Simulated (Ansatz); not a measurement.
# GaHCl2O (SMILES [OH][Ga]([Cl])[Cl]) at HSE06/def2-SVP

What is the energy change on altering one bond length of GaHCl2O at HSE06/def2-SVP? 

Program for the calculation: Ansatz 0.2.0.

79 further runs of the same task are left out: 79 set aside as unsound or not needed. Runs told in other sessions of the task aren't counted.

## (1) The structure to begin with

The species is GaHCl2O (5 atoms), meant as a singlet with charge 0. As SMILES, `[OH][Ga]([Cl])[Cl]`. Geometry: relaxed at PBE0-D4/def2-TZVP.

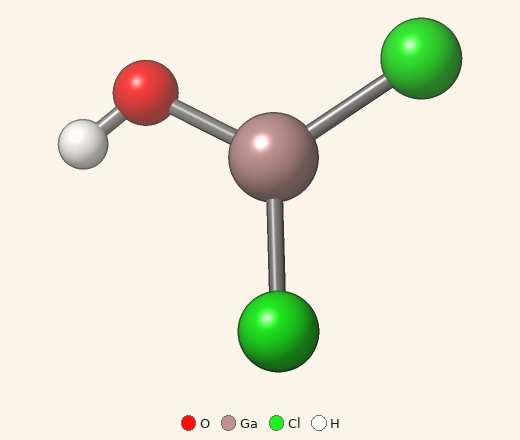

The structure, seen from a chosen angle (oxygen red, gallium pink, chlorine green, hydrogen white).

## (2) A single-point energy at HSE06/def2-SVP

Input file job.yaml:

```yaml
crystal:
  periodic: [false, false, false]
  atoms:
    - {symbol: O, position_ang: [0.254500, 1.354600, 0.245900]}
    - {symbol: Ga, position_ang: [0.118500, -0.394500, 0.056800]}
    - {symbol: Cl, position_ang: [1.500000, -1.634900, 1.057700]}
    - {symbol: Cl, position_ang: [-1.407900, -1.236300, -1.155800]}
    - {symbol: H, position_ang: [-0.415200, 1.837400, -0.246000]}
basis:
  gaussian: {orbitals: def2-SVP}
hamiltonian: {xc: {name: HSE06}}
accuracy: high
output: {orbitals: {seedname: orbitals}}
```

Started as:

```bash
$ ansatz run job.yaml --threads 1 --pin off --max-ram 3480MiB --events-out events.jsonl --progress --plain --runs-dir runs
```

The program printed:

```text
Warning: RAYON_NUM_THREADS=1 ignored (pool sized by the plan → 1); use --threads N
Functional definition: HSE06
  name "HSE06"
  parameter a = 0.25
  parameter omega = 0.11/bohr
  exchange = pbe_x - a*pbe_x_sr(omega) + a*exact_x_sr(omega)
  correlation = pbe_c
1675 factors; integrals over basis functions are off by at most 6.0e-9 eV
88 factors; integrals over basis functions are off by at most 1.4e-9 eV
mean field evaluation 1: about -79451.1540 eV, gradient 5.5e1 eV
mean field evaluation 2: about -79419.1937 eV, gradient 1.3e2 eV
mean field evaluation 4: about -79456.3041 eV, gradient 8.9e0 eV
mean field evaluation 8: about -79456.5409 eV, gradient 6.1e-1 eV
mean field evaluation 16: about -79456.5419 eV, gradient 1.5e-4 eV
mean field -79456.54191241 eV, -2919.9740577025 hartree, gradient 8.8e-8 eV, S^2 0.000000; 0 other end points of the search recorded, 0 dependent functions left out
reference -79456.54191573 eV, -2919.9740578247 hartree; 37, 37 occupied and 50, 50 virtual orbitals, 1675 factors
Total energy: -79456.54191573 eV, -2919.9740578247 hartree
```

Wall time 6.9 s (1 thread of Arm Neoverse V2, shared host); peak memory 0.31 GiB.

## (3) The distorted shape

Input file job.yaml:

```yaml
basis:
  gaussian:
    orbitals: def2-SVP
crystal:
  periodic: [false, false, false]
  atoms:
    - {symbol: O, position_ang: [0.589329, 1.113215, 0.491835]}
    - {symbol: Ga, position_ang: [0.453329, -0.635885, 0.302735]}
    - {symbol: Cl, position_ang: [1.834829, -1.876285, 1.303635]}
    - {symbol: Cl, position_ang: [-1.073071, -1.477685, -0.909865]}
    - {symbol: H, position_ang: [-0.415200, 1.837400, -0.246000]}
hamiltonian:
  xc: hse06
accuracy: high
output:
  orbitals: {seedname: orbitals}
```

Started as:

```bash
$ ansatz run job.yaml --threads 1 --pin off --max-ram 3480MiB --events-out events.jsonl --progress --plain --runs-dir runs
```

The program printed (excerpt; [...] marks lines left out):

```text
Warning: RAYON_NUM_THREADS=1 ignored (pool sized by the plan → 1); use --threads N
[... 6 set-up lines as earlier in the session ...]
1680 factors; integrals over basis functions are off by at most 1.1e-8 eV
91 factors; integrals over basis functions are off by at most 1.2e-9 eV
mean field evaluation 1: about -79447.7631 eV, gradient 5.7e1 eV
mean field evaluation 2: about -79388.2111 eV, gradient 1.6e2 eV
mean field evaluation 4: about -79453.7804 eV, gradient 1.2e1 eV
mean field evaluation 8: about -79454.1376 eV, gradient 6.1e-1 eV
mean field evaluation 16: about -79454.1386 eV, gradient 1.5e-4 eV
mean field -79454.13862013 eV, -2919.8857383404 hartree, gradient 2.8e-8 eV, S^2 0.000000; 0 other end points of the search recorded, 0 dependent functions left out
reference -79454.13862348 eV, -2919.8857384636 hartree; 37, 37 occupied and 50, 50 virtual orbitals, 1680 factors
Total energy: -79454.13862348 eV, -2919.8857384636 hartree
```

Wall time 8.1 s (1 thread of Arm Neoverse V2, shared host); peak memory 0.31 GiB.

## (4) What came out

Level: HSE06/def2-SVP.

| quantity | value |
| --- | --- |
| first shape: total energy | -2919.97406 Eh |
| first shape: HOMO energy | -8.83 eV |
| first shape: LUMO energy | -1.75 eV |
| first shape: HOMO–LUMO gap | 7.08 eV |
| distorted shape: total energy | -2919.88574 Eh |
| distorted shape: HOMO energy | -8.65 eV |
| distorted shape: LUMO energy | -2.83 eV |
| distorted shape: HOMO–LUMO gap | 5.83 eV |
| energy change with the O1–H5 bond stretched from 0.961 to 1.442 Å | 2.403 eV |

With the O1–H5 bond stretched from 0.961 to 1.442 Å the energy rises by 2.40 eV (55 kcal/mol). The first shape isn't relaxed at this level, so the change isn't measured from a minimum.
